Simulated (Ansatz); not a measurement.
# CH6F2Si2: molecular dynamics

The plan is to follow the molecule's vibrations and see whether its bonds hold. The start is relaxed first. Runs: 300 steps of 0.25 fs at constant energy, with velocities drawn for 100 K. SMILES of the start: C[Si](F)(F)[SiH3].

Program: Ansatz 0.2.0. Level of theory: RKS PBE-D4/cc-pVDZ. These are calculated values, not measurements.

## 1. The starting structure

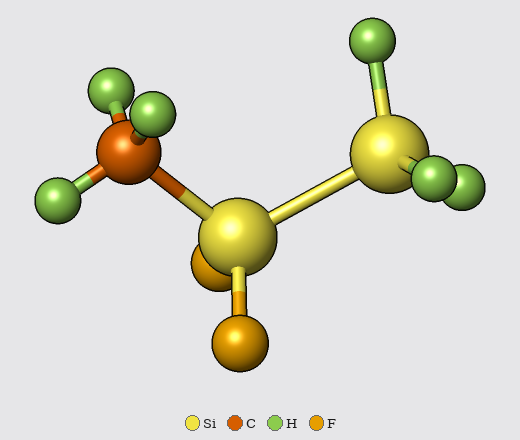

The starting structure, seen from a chosen angle (silicon yellow, carbon orange, hydrogen green, fluorine amber).

Coordinates:

```xyz
11

Si    0.0000    0.0000    0.0000
C     0.0000    0.0000    1.8700
H    -0.9996   -0.3092    2.2405
H     0.7676   -0.7111    2.2405
H     0.2320    1.0203    2.2405
Si    2.0935    0.0000   -0.7393
H     2.5508   -1.3762   -0.9079
H     2.1573    0.6939   -2.0222
H     2.9510    0.6823    0.2255
F    -0.7489    1.2974   -0.5295
F    -0.7489   -1.2974   -0.5295
```

## 2. Relaxing the start

input.yaml

```yaml
crystal:
  periodic: [false, false, false]
  atoms:
    - { symbol: Si, position_ang: [0.0, 0.0, 0.0] }
    - { symbol: C, position_ang: [0.0, 0.0, 1.87] }
    - { symbol: H, position_ang: [-0.9996, -0.3092, 2.2405] }
    - { symbol: H, position_ang: [0.7676, -0.7111, 2.2405] }
    - { symbol: H, position_ang: [0.232, 1.0203, 2.2405] }
    - { symbol: Si, position_ang: [2.0935, 0.0, -0.7393] }
    - { symbol: H, position_ang: [2.5508, -1.3762, -0.9079] }
    - { symbol: H, position_ang: [2.1573, 0.6939, -2.0222] }
    - { symbol: H, position_ang: [2.951, 0.6823, 0.2255] }
    - { symbol: F, position_ang: [-0.7489, 1.2974, -0.5295] }
    - { symbol: F, position_ang: [-0.7489, -1.2974, -0.5295] }
basis:
  gaussian: { orbitals: cc-pVDZ }
hamiltonian:
  xc: pbe
  dispersion: d4
relax:
  f_tol: 0.02
  max_steps: 40
```

Run with:

```console
$ ansatz run input.yaml --threads 2 --pin off --max-ram 3072MiB --backend cpu --events-out ev --progress --plain --runs-dir out
```

The log of the run, cut to the lines that bear on the results:

```text
Warning: RAYON_NUM_THREADS=2 ignored (pool sized by the plan → 2); use --threads N
[...]
Functional definition: PBE
[...]
1276 factors; their error is unknown
[...]
mean field -22311.63452585 eV, -819.9374454558 hartree, gradient 4.9e-5 eV, S^2 0.000000; 0 other end points of the search recorded, 0 dependent functions left out
[...]
reference -22311.63456532 eV, -819.9374469064 hartree; 29, 29 occupied and 79, 79 virtual orbitals, 1276 factors
relax step   1: F+E_penalty+E_count = -22311.87542434 eV  Δ(F+E_penalty+E_count) = +0.000e0 eV  max|allowed force component| = 2.462e0 eV/Å  Δτ_max = 0.0000 Å  (26 SCF iters, accepted)
[...]
relax step   4: F+E_penalty+E_count = -22312.29008384 eV  Δ(F+E_penalty+E_count) = -9.203e-3 eV  max|allowed force component| = 8.982e-2 eV/Å  Δτ_max = 0.0599 Å  (28 SCF iters, accepted)
[...]
relax step   7: F+E_penalty+E_count = -22312.30957225 eV  Δ(F+E_penalty+E_count) = -6.875e-3 eV  max|allowed force component| = 9.315e-2 eV/Å  Δτ_max = 0.0315 Å  (29 SCF iters, accepted)
[...]
relax step  10: F+E_penalty+E_count = -22312.31473276 eV  Δ(F+E_penalty+E_count) = -1.685e-3 eV  max|allowed force component| = 3.122e-2 eV/Å  Δτ_max = 0.0276 Å  (29 SCF iters, accepted)
[...]
relax step  11: F+E_penalty+E_count = -22312.31508368 eV  Δ(F+E_penalty+E_count) = -3.509e-4 eV  max|allowed force component| = 2.718e-3 eV/Å  Δτ_max = 0.0150 Å  (30 SCF iters, accepted)
[...]
relax step  12: F+E_penalty+E_count = -22312.31517283 eV  Δ(F+E_penalty+E_count) = -8.915e-5 eV  max|allowed force component| = 6.020e-3 eV/Å  Δτ_max = 0.0276 Å  (29 SCF iters, accepted)
1276 factors; their error is unknown
[...]
mean field -22312.08354682 eV, -819.9539466723 hartree, gradient 1.4e-5 eV, S^2 0.000000; 1 other end points of the search recorded, 0 dependent functions left out
[...]
reference -22312.08358751 eV, -819.9539481677 hartree; 29, 29 occupied and 79, 79 virtual orbitals, 1276 factors
Total energy: -22312.31521352 eV, -819.9624602664 hartree
Atom 0 at     0.045194     0.062635     0.094884 Å, force     0.003143    -0.000583    -0.001348 eV/Å
Atom 1 at    -0.100388    -0.121164     1.950312 Å, force     0.002225    -0.000732    -0.006020 eV/Å
Atom 2 at    -1.167172    -0.105831     2.252378 Å, force    -0.002201     0.000451     0.001638 eV/Å
Atom 3 at     0.348414    -1.079731     2.280155 Å, force    -0.000694     0.000384     0.001646 eV/Å
Atom 4 at     0.426200     0.708622     2.463260 Å, force     0.000038     0.000162     0.002505 eV/Å
Atom 5 at     2.203547     0.054923    -0.842800 Å, force    -0.002034     0.000263     0.001512 eV/Å
Atom 6 at     2.892669    -1.250082    -0.525980 Å, force     0.001006     0.003053    -0.001160 eV/Å
Atom 7 at     2.113338     0.221143    -2.338276 Å, force     0.001956    -0.000616     0.001556 eV/Å
Atom 8 at     3.016950     1.186534    -0.262908 Å, force    -0.000299    -0.002791    -0.001957 eV/Å
Atom 9 at    -0.698918     1.479494    -0.355759 Å, force    -0.001478     0.002444     0.001296 eV/Å
Atom 10 at    -0.825035    -1.156543    -0.626668 Å, force    -0.001662    -0.002034     0.000333 eV/Å
Dipole moment:     0.274211    -0.051554     0.374802 e Å
```

Run time: 29 s. Hardware: 2 threads of Intel Xeon Platinum 8259CL at 2.50GHz (Skylake/Cascade Lake), shared host; peak memory 0.17 GiB.

The steps of the relaxation:

```csv
step,energy from step 1 (eV),largest force component (eV/Å)
1,0.0000,2.4616
2,-0.3309,1.1637
3,-0.4055,0.4245
4,-0.4147,0.0898
5,-0.4266,0.1422
6,-0.4273,0.2623
7,-0.4341,0.0931
8,-0.4371,0.0180
9,-0.4376,0.1273
10,-0.4393,0.0312
11,-0.4397,0.0027
12,-0.4397,0.0060
```

Step 1 is the start.

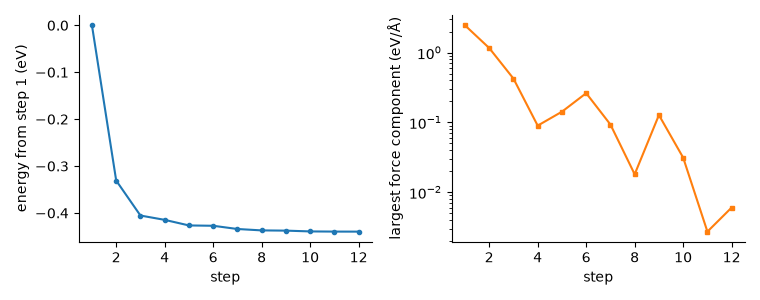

How energy and force went from step to step.

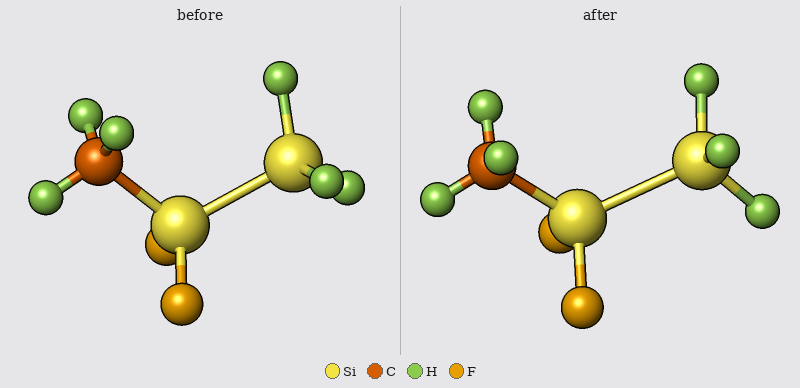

The structure before (left) and after (right), drawn at the same scale.

After: Bond lengths: Si1–C2 1.870 Å, C2–H3 1.109 Å, C2–H4 1.109 Å, C2–H5 1.109 Å, Si1–Si6 2.353 Å, Si6–H7 1.509 Å, Si6–H8 1.507 Å, Si6–H9 1.509 Å, Si1–F10 1.663 Å, Si1–F11 1.663 Å. Angles (14 of 18 angles, heavy atoms first): C2–Si1–Si6 117.8°, C2–Si1–F10 108.5°, C2–Si1–F11 108.5°, Si6–Si1–F10 107.8°, Si6–Si1–F11 107.7°, F10–Si1–F11 105.8°, Si1–C2–H3 110.1°, Si1–C2–H4 110.4°, Si1–C2–H5 110.4°, Si1–Si6–H7 109.8°, Si1–Si6–H8 109.9°, Si1–Si6–H9 109.8°, H3–C2–H4 108.7°, H3–C2–H5 108.7°.

## 3. Dynamics

300 steps of 0.25 fs at constant energy, with velocities drawn for 100 K, from the relaxed start.

input.yaml

```yaml
crystal:
  periodic: [false, false, false]
  atoms:
    - { symbol: Si, position_ang: [0.045194, 0.062635, 0.094884] }
    - { symbol: C, position_ang: [-0.100388, -0.121164, 1.950312] }
    - { symbol: H, position_ang: [-1.167172, -0.105831, 2.252378] }
    - { symbol: H, position_ang: [0.348414, -1.079731, 2.280155] }
    - { symbol: H, position_ang: [0.4262, 0.708622, 2.46326] }
    - { symbol: Si, position_ang: [2.203547, 0.054923, -0.8428] }
    - { symbol: H, position_ang: [2.892669, -1.250082, -0.52598] }
    - { symbol: H, position_ang: [2.113338, 0.221143, -2.338276] }
    - { symbol: H, position_ang: [3.01695, 1.186534, -0.262908] }
    - { symbol: F, position_ang: [-0.698918, 1.479494, -0.355759] }
    - { symbol: F, position_ang: [-0.825035, -1.156543, -0.626668] }
basis:
  gaussian: { orbitals: cc-pVDZ }
hamiltonian:
  xc: pbe
  dispersion: d4
md:
  timestep: 0.25
  n_steps: 300
  ensemble: nve
  temperature: 100.0
  initial_velocities: maxwell_boltzmann
  seed: 218598
```

Run with:

```console
$ ansatz run input.yaml --threads 2 --pin off --max-ram 3072MiB --backend cpu --events-out ev --progress --plain --runs-dir out
```

The log of the run, cut to the lines that bear on the results:

```text
Warning: RAYON_NUM_THREADS=2 ignored (pool sized by the plan → 2); use --threads N
[...]
[... 1 set-up line as earlier in the session ...]
[...]
1276 factors; their error is unknown
[...]
mean field -22312.08354258 eV, -819.9539465164 hartree, gradient 5.5e-5 eV, S^2 0.000000; 0 other end points of the search recorded, 0 dependent functions left out
[...]
reference -22312.08358383 eV, -819.9539480324 hartree; 29, 29 occupied and 79, 79 virtual orbitals, 1276 factors
md step     0: t =     0.00 fs  T =   100.0 K  F+E_penalty+E_count = -22312.31516857 eV  E_kin = 0.116334 eV  conserved = -22312.19883457 eV  (26 SCF iters)
[...]
md step    20: t =     5.00 fs  T =    73.5 K  F+E_penalty+E_count = -22312.28436812 eV  E_kin = 0.085562 eV  conserved = -22312.19880581 eV  (23 SCF iters)
[...]
md step    40: t =    10.00 fs  T =    44.8 K  F+E_penalty+E_count = -22312.25087896 eV  E_kin = 0.052095 eV  conserved = -22312.19878433 eV  (23 SCF iters)
[...]
md step    60: t =    15.00 fs  T =    46.9 K  F+E_penalty+E_count = -22312.25329795 eV  E_kin = 0.054510 eV  conserved = -22312.19878800 eV  (23 SCF iters)
[...]
md step    80: t =    20.00 fs  T =    49.6 K  F+E_penalty+E_count = -22312.25645630 eV  E_kin = 0.057701 eV  conserved = -22312.19875555 eV  (22 SCF iters)
md step    81: t =    20.25 fs  T =    51.4 K  F+E_penalty+E_count = -22312.25859566 eV  E_kin = 0.059833 eV  conserved = -22312.19876279 eV  (22 SCF iters)
```

## 4. The log goes on: dynamics from the start

Output, continued, cut to the lines that bear on the results:

```text
md step    82: t =    20.50 fs  T =    53.5 K  F+E_penalty+E_count = -22312.26105104 eV  E_kin = 0.062279 eV  conserved = -22312.19877155 eV  (23 SCF iters)
[...]
md step   108: t =    27.00 fs  T =    43.8 K  F+E_penalty+E_count = -22312.24977303 eV  E_kin = 0.050979 eV  conserved = -22312.19879359 eV  (23 SCF iters)
[...]
md step   134: t =    33.50 fs  T =    37.3 K  F+E_penalty+E_count = -22312.24219727 eV  E_kin = 0.043398 eV  conserved = -22312.19879909 eV  (23 SCF iters)
[...]
md step   160: t =    40.00 fs  T =    60.7 K  F+E_penalty+E_count = -22312.26942663 eV  E_kin = 0.070633 eV  conserved = -22312.19879388 eV  (24 SCF iters)
[...]
md step   185: t =    46.25 fs  T =    60.7 K  F+E_penalty+E_count = -22312.26934464 eV  E_kin = 0.070557 eV  conserved = -22312.19878739 eV  (23 SCF iters)
md step   186: t =    46.50 fs  T =    58.8 K  F+E_penalty+E_count = -22312.26722988 eV  E_kin = 0.068449 eV  conserved = -22312.19878127 eV  (23 SCF iters)
```

## 5. The log goes on: dynamics from the start

Output, continued, cut to the lines that bear on the results:

```text
md step   187: t =    46.75 fs  T =    57.1 K  F+E_penalty+E_count = -22312.26515841 eV  E_kin = 0.066382 eV  conserved = -22312.19877624 eV  (24 SCF iters)
[...]
md step   207: t =    51.75 fs  T =    34.4 K  F+E_penalty+E_count = -22312.23883522 eV  E_kin = 0.040068 eV  conserved = -22312.19876739 eV  (24 SCF iters)
[...]
md step   227: t =    56.75 fs  T =    33.9 K  F+E_penalty+E_count = -22312.23817653 eV  E_kin = 0.039397 eV  conserved = -22312.19877981 eV  (24 SCF iters)
[...]
md step   247: t =    61.75 fs  T =    57.4 K  F+E_penalty+E_count = -22312.26563066 eV  E_kin = 0.066819 eV  conserved = -22312.19881185 eV  (24 SCF iters)
[...]
md step   298: t =    74.50 fs  T =    39.7 K  F+E_penalty+E_count = -22312.24490233 eV  E_kin = 0.046140 eV  conserved = -22312.19876249 eV  (24 SCF iters)
[...]
Atom 1 at    -0.200592    -0.142507     1.955008 Å, force     0.285796     0.312882     0.238691 eV/Å
Atom 2 at    -1.266427     0.030917     2.274707 Å, force     0.536424    -0.125818    -0.257889 eV/Å
Atom 3 at     0.147897    -1.152087     2.285917 Å, force    -0.168182     0.275792    -0.079998 eV/Å
Atom 4 at     0.452291     0.626364     2.450702 Å, force    -0.309451    -0.297575     0.010341 eV/Å
Atom 5 at     2.199124     0.044386    -0.882677 Å, force    -0.474821    -0.058517    -0.189876 eV/Å
Atom 6 at     2.980397    -1.119583    -0.339424 Å, force     0.086623    -0.043967    -0.033568 eV/Å
Atom 7 at     1.976403    -0.099306    -2.389008 Å, force     0.151116     0.046008     0.351161 eV/Å
Atom 8 at     2.874619     1.335613    -0.551375 Å, force     0.220699     0.152465    -0.028983 eV/Å
Atom 9 at    -0.681150     1.523499    -0.312157 Å, force     0.131552    -0.395017    -0.051294 eV/Å
Atom 10 at    -0.760128    -1.185735    -0.619010 Å, force    -0.121740     0.112283    -0.173084 eV/Å
Dipole moment:     0.315331    -0.047413     0.329884 e Å
```

Run time: 10 min. Hardware: 2 threads of Intel Xeon Platinum 8259CL at 2.50GHz (Skylake/Cascade Lake), shared host; peak memory 0.18 GiB.

## 6. The trajectory

The trajectory, every 12 steps (energies from step 0):

```csv
time (fs),T (K),potential energy change (meV/atom),total energy change (meV/atom)
0.0,100,0.0,0.00
3.0,75,2.6,0.01
6.0,69,3.3,0.00
9.0,46,5.7,0.01
12.0,39,6.5,0.00
15.0,47,5.6,0.00
18.0,50,5.3,0.01
21.0,58,4.4,0.00
24.0,55,4.8,0.00
27.0,44,5.9,0.00
30.0,34,7.0,0.01
33.0,38,6.6,0.00
36.0,36,6.8,0.01
39.0,63,3.9,0.00
42.0,55,4.7,0.01
45.0,67,3.5,0.00
48.0,50,5.3,0.01
51.0,38,6.6,0.01
54.0,36,6.8,0.00
57.0,33,7.1,0.01
60.0,46,5.7,0.00
63.0,55,4.8,0.00
66.0,58,4.5,0.00
69.0,60,4.3,0.00
72.0,52,5.1,0.00
75.0,39,6.4,0.01
```

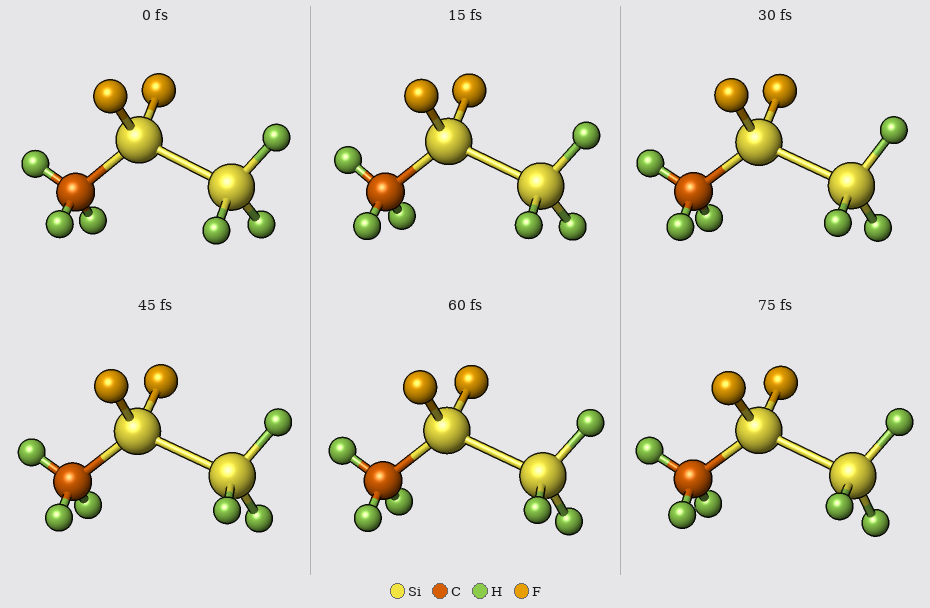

The system at six times, viewed from a chosen angle. Sticks join atoms within a bonding distance in each frame.

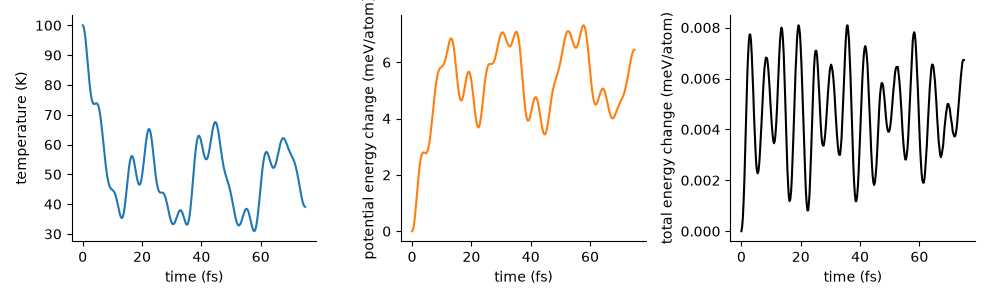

Time series of the run, each on its own scale.

## 7. Snapshots as a file

Extended XYZ, with forces in eV/Å:

```xyz
11
time_fs=9.5 T=45 dE=0.0638
Si    0.057    0.071    0.115    0.243   -0.336   -0.411
C    -0.097   -0.116    1.942   -0.646   -0.099    0.733
H    -1.203   -0.088    2.160    0.511   -0.022    0.050
H     0.281   -1.117    2.251   -0.018    0.129    0.010
H     0.402    0.669    2.563   -0.095   -0.202   -0.349
Si    2.181    0.049   -0.841    0.354    0.099   -0.672
H     2.955   -1.211   -0.547   -0.057   -0.069    0.096
H     2.107    0.194   -2.362   -0.116   -0.081    0.322
H     2.999    1.218   -0.371    0.043    0.100    0.171
F    -0.696    1.449   -0.363   -0.222    0.602   -0.093
F    -0.811   -1.131   -0.638    0.002   -0.122    0.143
11
time_fs=18.8 T=47 dE=0.0618
Si    0.075    0.070    0.125   -0.232   -0.050   -0.229
C    -0.115   -0.126    1.958   -0.553    0.111    0.473
H    -1.224   -0.073    2.178    0.645    0.026    0.012
H     0.240   -1.137    2.254    0.035    0.118    0.071
H     0.427    0.659    2.548   -0.240   -0.351   -0.264
Si    2.171    0.046   -0.849    0.694    0.227    0.350
H     2.961   -1.200   -0.504   -0.097    0.046    0.018
H     2.014    0.127   -2.319   -0.060    0.011   -0.467
H     2.972    1.259   -0.384   -0.118   -0.204   -0.057
F    -0.701    1.443   -0.374   -0.007    0.410    0.044
F    -0.797   -1.112   -0.643   -0.066   -0.344    0.049
11
time_fs=28.0 T=42 dE=0.0677
Si    0.085    0.068    0.128   -0.853    0.262    0.077
C    -0.147   -0.145    1.981    0.146    0.447   -0.015
H    -1.212   -0.031    2.287    0.163   -0.071   -0.141
H     0.237   -1.127    2.311   -0.017   -0.156    0.015
H     0.450    0.637    2.505   -0.100   -0.087   -0.009
Si    2.177    0.047   -0.859   -0.077   -0.109   -0.407
H     2.918   -1.192   -0.442    0.079   -0.073   -0.053
H     1.905    0.053   -2.367    0.222    0.033    0.400
H     2.929    1.252   -0.402    0.226    0.219   -0.052
F    -0.706    1.453   -0.383    0.291   -0.046    0.251
F    -0.786   -1.107   -0.647   -0.081   -0.418   -0.066
11
time_fs=37.5 T=52 dE=0.0557
Si    0.072    0.072    0.134   -0.594    0.042    0.116
C    -0.162   -0.152    2.000    0.407    0.246   -0.532
H    -1.201   -0.021    2.325   -0.420    0.049   -0.051
H     0.197   -1.134    2.343    0.095   -0.283   -0.040
H     0.450    0.613    2.503    0.147    0.217    0.209
Si    2.185    0.049   -0.870    0.080    0.078    0.331
H     2.912   -1.199   -0.426    0.057    0.060   -0.057
H     1.920    0.001   -2.342    0.068    0.017   -0.179
H     2.980    1.286   -0.496   -0.027   -0.154   -0.075
F    -0.700    1.464   -0.381    0.192   -0.060    0.255
F    -0.778   -1.120   -0.653   -0.004   -0.213    0.024
11
time_fs=47.0 T=55 dE=0.0520
Si    0.043    0.078    0.142    0.416   -0.289   -0.183
C    -0.160   -0.142    2.004    0.231   -0.211   -0.787
H    -1.212   -0.017    2.252   -0.650    0.083    0.215
H     0.153   -1.160    2.292    0.086   -0.125    0.045
H     0.432    0.592    2.558    0.264    0.305    0.213
Si    2.194    0.051   -0.876    0.017   -0.027    0.104
H     2.958   -1.181   -0.447   -0.014    0.033    0.045
H     1.999   -0.034   -2.363   -0.104   -0.028   -0.120
H     3.052    1.272   -0.627   -0.103   -0.033    0.145
F    -0.686    1.473   -0.368   -0.157    0.231    0.095
F    -0.770   -1.142   -0.657    0.013    0.061    0.228
11
time_fs=56.2 T=36 dE=0.0744
Si    0.025    0.076    0.143    0.943   -0.083   -0.572
C    -0.162   -0.131    1.985   -0.034   -0.538   -0.119
H    -1.230   -0.009    2.220   -0.301    0.013    0.183
H     0.135   -1.174    2.248   -0.044    0.210    0.018
H     0.421    0.575    2.598    0.151    0.167   -0.052
Si    2.202    0.051   -0.882   -0.298   -0.243   -0.345
H     3.000   -1.148   -0.435   -0.038   -0.067    0.073
H     2.019   -0.082   -2.400   -0.046    0.048    0.391
H     3.060    1.258   -0.646   -0.027    0.208    0.141
F    -0.678    1.490   -0.351   -0.231    0.134    0.025
F    -0.762   -1.162   -0.652   -0.074    0.152    0.257
11
time_fs=65.5 T=55 dE=0.0522
Si    0.032    0.072    0.129    0.494    0.240   -0.441
C    -0.182   -0.132    1.965   -0.023   -0.339    0.529
H    -1.252   -0.005    2.268    0.291    0.015   -0.134
H     0.131   -1.172    2.255   -0.080    0.420   -0.081
H     0.444    0.596    2.536   -0.164   -0.164   -0.161
Si    2.205    0.048   -0.889   -0.104    0.144    0.887
H     3.000   -1.136   -0.377   -0.058    0.055   -0.046
H     1.984   -0.107   -2.343   -0.013    0.011   -0.503
H     2.994    1.315   -0.575   -0.165   -0.205   -0.107
F    -0.679    1.512   -0.332   -0.020   -0.264    0.026
F    -0.758   -1.176   -0.636   -0.159    0.087    0.031
11
time_fs=75.0 T=39 dE=0.0709
Si    0.053    0.074    0.103   -0.338    0.021    0.214
C    -0.201   -0.142    1.955    0.286    0.313    0.239
H    -1.266    0.031    2.275    0.536   -0.126   -0.258
H     0.148   -1.152    2.286   -0.168    0.276   -0.080
H     0.452    0.626    2.451   -0.309   -0.298    0.010
Si    2.199    0.044   -0.883   -0.475   -0.059   -0.190
H     2.980   -1.120   -0.339    0.087   -0.044   -0.034
H     1.976   -0.099   -2.389    0.151    0.046    0.351
H     2.875    1.336   -0.551    0.221    0.152   -0.029
F    -0.681    1.524   -0.312    0.132   -0.395   -0.051
F    -0.760   -1.186   -0.619   -0.122    0.112   -0.173
```

## 8. What came out

```
                          quantity                       value
           relaxation of the start    11 moves, 0.440 eV lower
                            length        300 steps of 0.25 fs
  temperature, first and last step                100 and 39 K
          temperature, second half  mean 50 K, from 31 to 68 K
     potential energy, second half  +5 meV/atom from the start
largest change of the total energy               0.01 meV/atom
            bonds formed or broken                           0
```

The temperature starts at 100 K and averages 50 K in the second half, where it ranges from 31 to 68 K; a mean near half the start is what vibrations about a minimum give, since they share energy equally between motion and strain. The total energy strays from its start by at most 0.01 meV/atom, 0.2 % of the mean kinetic energy, which is good for a step of 0.25 fs. No bond forms or breaks. Averages from a run of 75 fs with 11 atoms are rough. The nuclei move classically, without zero-point motion, which matters most for hydrogen.
